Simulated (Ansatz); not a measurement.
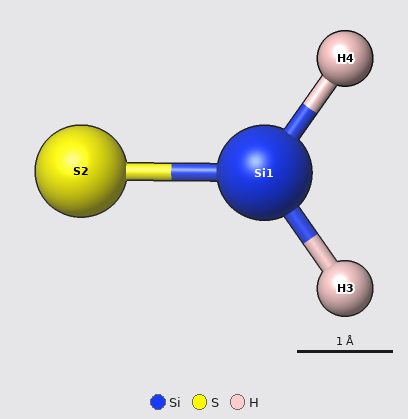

**Figure 1.** The structure as given in the input (ball-and-stick view, seen on its broad side; atoms are numbered from 1 in the order of the input).

**Single-point calculation, with input and output: SiH₂S**

The run: single-point calculation of SiH₂S. Method and program: RKS B3LYP-D4/def2-TZVPP (Ansatz 0.2.0).

The geometry comes from this level: PBE0-D4/def2-TZVPP.

Input file:
```yaml
crystal:
  periodic: [false, false, false]
  atoms:
    - { symbol: Si, position_ang: [-0.9752218, 0.05308553, 0.06801626] }
    - { symbol: S, position_ang: [0.95493083, -0.0519727, -0.06660147] }
    - { symbol: H, position_ang: [-1.80252924, 1.18839845, -0.4133309] }
    - { symbol: H, position_ang: [-1.84568979, -0.98982128, 0.66776611] }
basis:
  gaussian: { orbitals: def2-TZVPP }
hamiltonian:
  xc: { name: B3LYP }
  dispersion: d4
```

Run on 2 threads of Intel Xeon (Sapphire Rapids), 64 GiB of memory available, shared host.

Run as:
```bash
ansatz run input.yaml --threads 2 --pin off --max-ram 5120MiB --backend cpu --events-out ev --progress --plain --runs-dir out
```

What the program printed:
```
Engine: ansatz 0.2.0, x86_64-unknown-linux-gnu
Functional definition: B3LYP
  parameter a0 = 0.2
  parameter ax = 0.72
  parameter ac = 0.81
  exchange = (1 - a0 - ax)*slater_x + ax*b88_x + a0*exact_x
  correlation = (1 - ac)*vwn_rpa_c + ac*lyp_c
705 factors; their error is unknown
mean field evaluation 1: about -18745.8162 eV, gradient 2.1e1 eV
mean field evaluation 2: about -18743.3615 eV, gradient 3.6e1 eV
mean field evaluation 4: about -18747.1395 eV, gradient 2.0e0 eV
mean field evaluation 8: about -18747.1634 eV, gradient 1.5e-2 eV
mean field -18747.16336594 eV, -688.9455464147 hartree, gradient 3.2e-5 eV, S^2 0.000000; 0 other end points of the search recorded, 0 dependent functions left out
reference -18747.16356743 eV, -688.9455538192 hartree; 16, 16 occupied and 96, 96 virtual orbitals, 705 factors
Total energy: -18747.28355867 eV, -688.9499634159 hartree
```

Results in brief:

```json
{"quantity": "outcome", "value": "converged"}
{"quantity": "total energy", "value": "−18747.2836 eV"}
{"quantity": "mean-field energy", "value": "−18747.1636 eV"}
{"quantity": "SCF solution under orbital rotations", "value": "stable"}
{"quantity": "wall time", "value": "0.66 s (CPU time 1.2 s)"}
{"quantity": "peak memory", "value": "0.17 GiB"}
```
